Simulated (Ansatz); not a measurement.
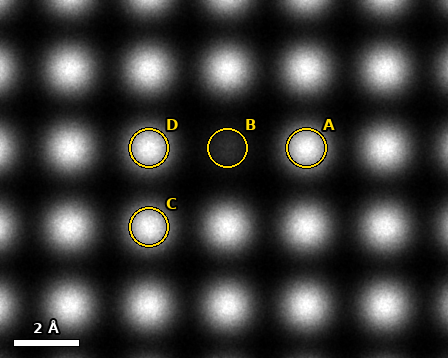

HAADF-like image of Pb (Fm-3m, No. 225) along [001]. Simulated incoherent Z contrast: every atom adds Z^1.8 spread by a probe of 1.17 Å full width; channelling and multiple scattering are left out. Shot noise was added.

The sample is 1 repeat (4.9 Å) thick. One point defect was put into the perfect crystal, without relaxing the atoms around it. Brightness is counted from the darkest point of the image. Host structure: the input geometry of an electronic-structure calculation (not necessarily at equilibrium).

> Which ringed column holds the defect, and does it scatter more or less than its equals?

B; it scatters less. The column holds 1 atom (Pb) through the sample, and one Pb atom is replaced by Ge, so its peak drops to about 20 % of that of its equals.
